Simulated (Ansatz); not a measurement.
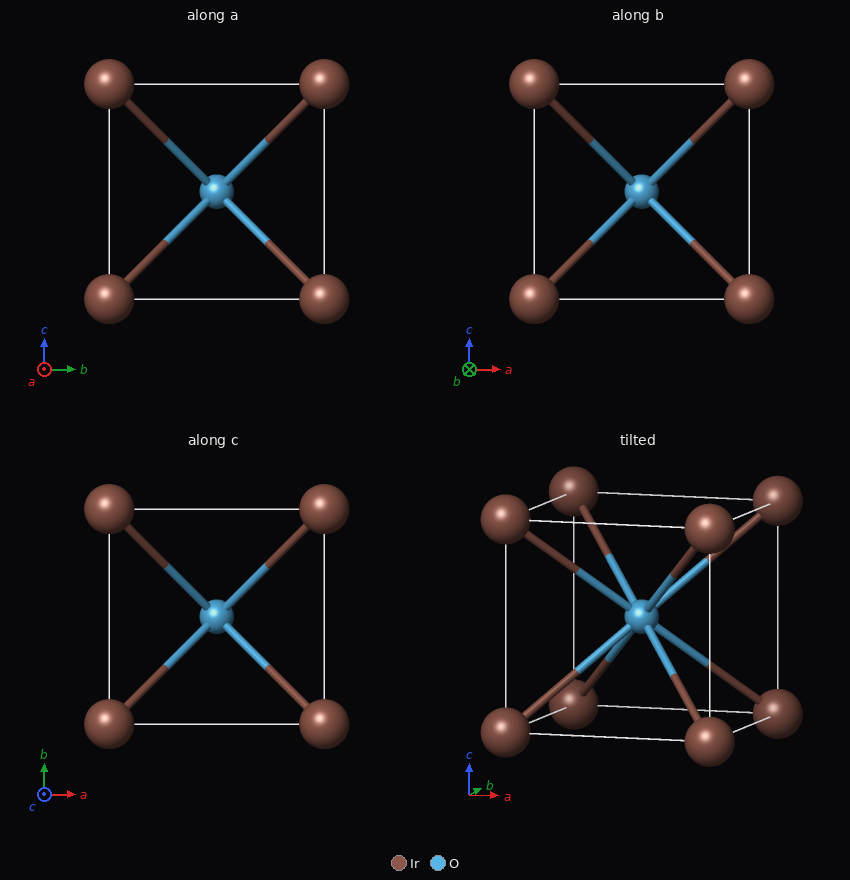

Drawn in the ball-and-stick manner and seen along the a axis, along the b axis, along the c axis and slightly off an axis. One conventional unit cell is outlined, and atoms on its boundary appear in each equivalent place.

Lattice parameters: a = 2.8102 Å, b = 2.8102 Å, c = 2.8102 Å, α = 90.000°, β = 90.000°, γ = 90.000°.

Convert the drawing into a CIF in P1 with every atom of the cell.

```cif
data_structure
_symmetry_space_group_name_H-M 'P 1'
_symmetry_Int_Tables_number 1
_cell_length_a 2.8102
_cell_length_b 2.8102
_cell_length_c 2.8102
_cell_angle_alpha 90.000
_cell_angle_beta 90.000
_cell_angle_gamma 90.000
_cell_volume 22.19
loop_
_atom_site_label
_atom_site_type_symbol
_atom_site_fract_x
_atom_site_fract_y
_atom_site_fract_z
_atom_site_occupancy
Ir1 Ir 0.0000 0.0000 0.0000 1
O1 O 0.5000 0.5000 0.5000 1
```

It goes back to a structure type filled with these elements by a generator (whether the compound takes this form wasn't checked). It is drawn as it came out of a relaxation with DFT PBE, scalar-relativistic, plane waves, PAW in Ansatz.
